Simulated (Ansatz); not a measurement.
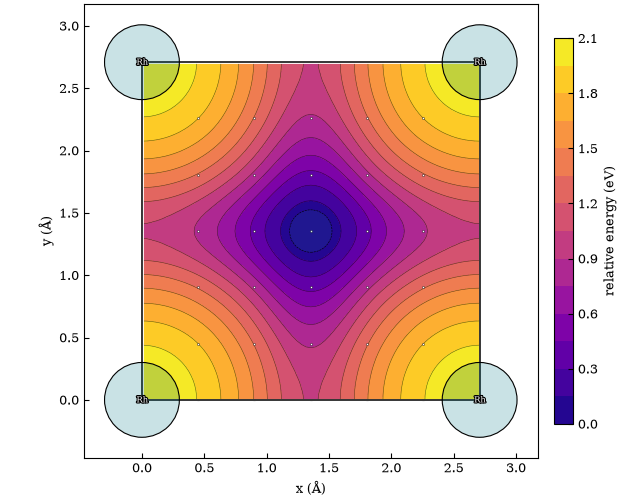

S on a Rh(100) slab cut from the Fm-3m phase, its upper half relaxed before the scan (12 atoms of substrate and one adsorbate in a 2 × 2 cell). S is moved over the surface cell; relaxed at each place: the height of the adsorbate's atoms; substrate rigid; the origin of the map has the adsorbate above Rh9. Places are given modulo a cell vector. The map is drawn in real space over the plane of the surface. The scan uses a 6 × 6 grid; 10 points were computed and 26 follow by symmetry. Places are given in fractions of the 1 × 1 surface cell. All energies are given in eV relative to the lowest grid point. This map comes from Ansatz 0.2.0, DFT PBE, scalar-relativistic, plane waves, PAW. Settings: cutoff 420 eV, k-mesh 5×5×1, gaussian smearing 0.1 eV, no spin polarisation.

In the figure: filled contours, dots at the grid points, labelled circles for the atoms of the top layer and small ones for the second layer, the outline of one cell of the plane. Between grid points the surface is interpolated.

The lowest grid point is at a fourfold hollow over a second-layer Rh atom, (3/6, 3/6) of the cell vectors. It is the only kind of minimum in the scanned range. The highest grid point, the top site over a surface Rh atom, (0/6, 0/6) of the cell vectors, lies 2.08 eV above the lowest. On the interpolated surface the easiest way out of the lowest well to its copy in the next cell or period passes a barrier of about 1 eV. At the lowest point the adsorbate has 4 Rh at 2.35 Å as nearest neighbours, at the highest 1 Rh at 2.11 Å. Its relaxed height above the top atom is 1.36 Å at the lowest and 2.11 Å at the highest point.

S is replaced by C; all else is set up alike.

What will the new map look like?

The lowest place stays at a fourfold hollow over a second-layer Rh atom, (3/6, 3/6) of the cell vectors. The span from the lowest to the highest grid point grows from 2.08 to 2.53 eV. The easiest pass out of the lowest well goes from about 1 to about 1.4 eV on the interpolated surfaces. In the new map: at the lowest point the adsorbate has 4 Rh at 1.99 Å as nearest neighbours, at the highest 1 Rh at 1.69 Å. Its relaxed height above the top atom is 0.53 Å at the lowest and 1.69 Å at the highest point.

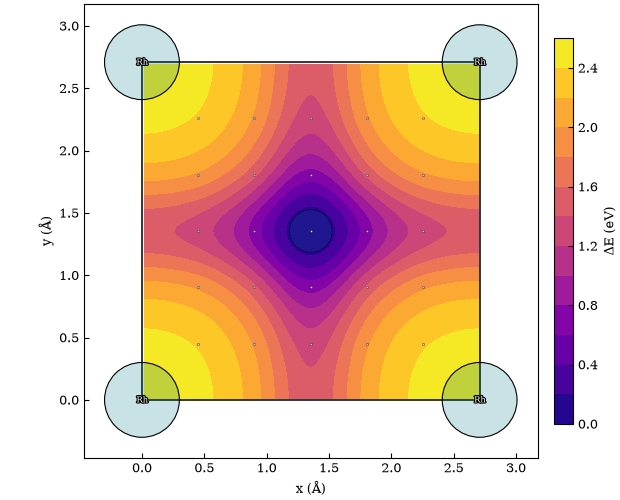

The map after the change, on a colour scale of its own. The picture shows filled contours, dots at the grid points, labelled circles for the atoms of the top layer and small ones for the second layer, the outline of one cell of the plane. Between grid points the surface is interpolated.

PAW datasets: the set soft_1.
